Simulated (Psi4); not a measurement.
**SiH2F2 (SMILES F[SiH2]F): B3LYP/6-31G(d) (Cartesian functions)**

What is the vertical electron affinity of SiH2F2 at B3LYP/6-31G* (Cartesian functions)? 

Program for the calculation: Psi4 1.11.

## Step 1: The structure to begin with

SiH2F2: 5 atoms, total charge 0, spin state singlet. SMILES: `F[SiH2]F`. The coordinates come from a PBE0-D4/def2-TZVP relaxation.

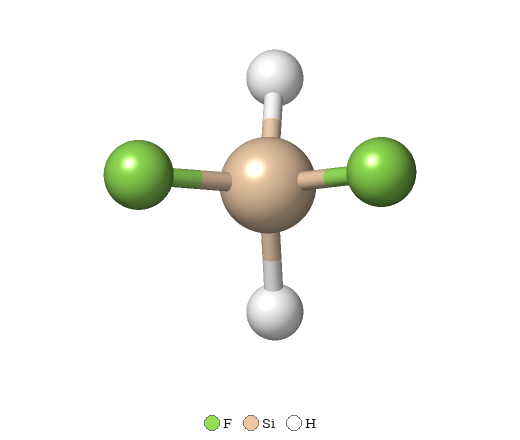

Viewed from a chosen angle; fluorine green, silicon light orange, hydrogen white.

## Step 2: A single-point energy at B3LYP/6-31G(d) (Cartesian functions)

The input, input.in:

```
memory 2200 mb

molecule {
  F     -1.079010     0.538200     0.980720
  Si    -0.005220    -0.000540    -0.054090
  F      1.247630    -0.520590     0.766910
  H     -0.590470    -1.138740    -0.786300
  H      0.427070     1.121680    -0.907250
  symmetry c1
}

set basis 6-31G*
set puream false
set e_convergence 1e-09
set d_convergence 1e-08
set scf_type pk
set dft_radial_points 99
set dft_spherical_points 590

e, wfn = energy('b3lyp', return_wfn=True)
print_variables()
```

The run is started by

```console
psi4 input.in input.out -n 1
```

input.out:

```text
[...]
  Running in c1 symmetry.
[...]
  Nuclear repulsion =  118.741930693433218
[...]
  Multiplicity = 1
[...]
  Nalpha       = 17
  Nbeta        = 17
[...]
    Number of basis functions: 53
[...]
   @RKS iter   1:  -490.41510089108448   -4.20750e-01   9.16963e-03 DIIS/ADIIS
[...]
   @RKS iter  10:  -490.48931160245388   -7.95808e-13   1.90553e-09 DIIS
[...]
    Orbital Energies [Eh]
    ---------------------
    Doubly Occupied:
       1A    -66.207752     2A    -24.700900     3A    -24.700897
       4A     -5.351381     5A     -3.712280     6A     -3.710462
       7A     -3.707888     8A     -1.203388     9A     -1.185248
      10A     -0.577179    11A     -0.492613    12A     -0.475577
      13A     -0.471627    14A     -0.428267    15A     -0.418583
      16A     -0.412978    17A     -0.347570
[...]
  @RKS Final Energy:  -490.48931160245388
   => Energetics <=
    Nuclear Repulsion Energy =            118.7419306934332184
    One-Electron Energy =                -917.6111583207490412
    Two-Electron Energy =                 342.8570997270356884
    DFT Exchange-Correlation Energy =     -34.4771837021737326
    Empirical Dispersion Energy =           0.0000000000000000
    VV10 Nonlocal Energy =                  0.0000000000000000
    Total Energy =                       -490.4893116024538813
[...]
 Multipole Moments:
 ------------------------------------------------------------------------------------
     Multipole            Electronic (a.u.)      Nuclear  (a.u.)        Total (a.u.)
 ------------------------------------------------------------------------------------
 L = 1.  Multiply by 2.5417464519 to convert [e a0] to [Debye]
 Dipole X            :          0.2592175           -0.3127915           -0.0535740
 Dipole Y            :          0.0270821           -0.0326621           -0.0055800
 Dipole Z            :          2.6867267           -3.2418887           -0.5551620
 Magnitude           :                                                    0.5577689
[...]
```

Run time: 8.1 s. Hardware: 1 thread of Intel Xeon 6975P-C (Granite Rapids), shared host; peak memory 0.61 GiB.

## Step 3: The doublet anion: energy and gradient at UB3LYP/6-31G(d) (Cartesian functions)

The input, f2h2si.xyz:

```xyz
5
F2H2Si
F     -1.079010     0.538200     0.980720
Si    -0.005220    -0.000540    -0.054090
F      1.247630    -0.520590     0.766910
H     -0.590470    -1.138740    -0.786300
H      0.427070     1.121680    -0.907250
```

The input, run.py:

```python
import psi4

psi4.set_memory(2200000000)
psi4.set_num_threads(1)
psi4.set_output_file('psi4.out', False)

with open('f2h2si.xyz') as f:
    atoms = ''.join(f.readlines()[2:])
mol = psi4.geometry('-1 2\n' + atoms + 'symmetry c1')

psi4.set_options({
    'basis': '6-31G*',
    'reference': 'uks',
    'puream': False,
    'e_convergence': 1e-09,
    'd_convergence': 1e-08,
    'scf_type': 'pk',
    'dft_radial_points': 99,
    'dft_spherical_points': 590,
    'maxiter': 100,
})

e_tot, wfn = psi4.gradient("B3LYP", return_wfn=True)
psi4.oeprop(wfn, "WIBERG_LOWDIN_INDICES", "LOWDIN_CHARGES", "DIPOLE", title="B3LYP")
print('gradient / Eh bohr^-1')
print(e_tot.np.round(6))
print(f'energy = {wfn.energy():.10f} Eh')
```

The run is started by

```console
python run.py
```

psi4.out:

```text
[...]
  Running in c1 symmetry.
[...]
  Nuclear repulsion =  118.741930693433218
[...]
  Multiplicity = 2
[...]
  Nalpha       = 18
  Nbeta        = 17
[...]
    Number of basis functions: 53
[...]
   @UKS iter   1:  -490.24713883614669   -2.52788e-01   1.09537e-02 DIIS/ADIIS
[...]
   @UKS iter  11:  -490.38647934432396   -4.09273e-12   4.62814e-09 DIIS
[...]
   @S^2 Observed:                7.513420236E-01
[...]
    Orbital Energies [Eh]
    ---------------------
    Alpha Occupied:
       1A    -65.948920     2A    -24.456875     3A    -24.456872
       4A     -5.090361     5A     -3.450258     6A     -3.450233
       7A     -3.448198     8A     -0.965211     9A     -0.947282
      10A     -0.338265    11A     -0.258418    12A     -0.238451
      13A     -0.235489    14A     -0.192849    15A     -0.184225
      16A     -0.174962    17A     -0.105623    18A      0.184990
    Alpha Virtual:
      19A      0.248672    20A      0.325656    21A      0.328048
      22A      0.373902    23A      0.434373    24A      0.535443
      25A      0.540230    26A      0.832443    27A      0.843160
[...]
  @UKS Final Energy:  -490.38647934432396
   => Energetics <=
    Nuclear Repulsion Energy =            118.7419306934332184
    One-Electron Energy =                -925.8407327569806284
    Two-Electron Energy =                 351.3828263767261433
    DFT Exchange-Correlation Energy =     -34.6705036575026924
    Empirical Dispersion Energy =           0.0000000000000000
    VV10 Nonlocal Energy =                  0.0000000000000000
    Total Energy =                       -490.3864793443239591
[...]
  -Total Gradient:
     Atom            X                  Y                   Z
    ------   -----------------  -----------------  -----------------
       1        0.013094190501    -0.008593654658    -0.050444445130
       2        0.008773480518     0.000919986391     0.090971012130
       3       -0.022507716099     0.007608012771    -0.047168705737
       4        0.002349923145     0.004541959521     0.003080828069
       5       -0.001709619529    -0.004476274562     0.003564056438
[...]
 Multipole Moments:
 ------------------------------------------------------------------------------------
     Multipole            Electronic (a.u.)      Nuclear  (a.u.)        Total (a.u.)
 ------------------------------------------------------------------------------------
 L = 1.  Multiply by 2.5417464519 to convert [e a0] to [Debye]
 Dipole X            :          0.3953475           -0.3127915            0.0825559
 Dipole Y            :          0.0412879           -0.0326621            0.0086258
 Dipole Z            :          4.0975161           -3.2418887            0.8556274
 Magnitude           :                                                    0.8596442
[...]
```

On the terminal:

```text
gradient / Eh bohr^-1
[[ 0.013094 -0.008594 -0.050444]
 [ 0.008773  0.00092   0.090971]
 [-0.022508  0.007608 -0.047169]
 [ 0.00235   0.004542  0.003081]
 [-0.00171  -0.004476  0.003564]]
energy = -490.3864793443 Eh
```

Run time: 14 s. Hardware: 1 thread of Intel Xeon 6975P-C (Granite Rapids), shared host; peak memory 0.61 GiB.

## Step 4: Outcome

Level: B3LYP/6-31G* (Cartesian functions).

```
                                         quantity          value
                     singlet SiH2F2: total energy  -490.48931 Eh
                    singlet SiH2F2: dipole moment         1.42 D
                      singlet SiH2F2: HOMO energy       -9.46 eV
                      singlet SiH2F2: LUMO energy        0.60 eV
                    singlet SiH2F2: HOMO–LUMO gap       10.05 eV
                      doublet anion: total energy  -490.38648 Eh
doublet anion: HOMO energy (highest over α and β)        5.03 eV
 doublet anion: LUMO energy (lowest over α and β)        6.77 eV
                              doublet anion: ⟨S²⟩          0.751
          doublet anion: largest force on an atom     4.700 eV/Å
vertical electron affinity (to the doublet anion)      -2.798 eV
```

The anion lies 2.80 eV (65 kcal/mol) above the neutral: the electron isn't bound at this level, and such a value depends on the basis. Without diffuse functions anions come out too high. The HOMO (doublet anion) lies at positive energy, 5.03 eV; only total energies tell whether the electron is bound.
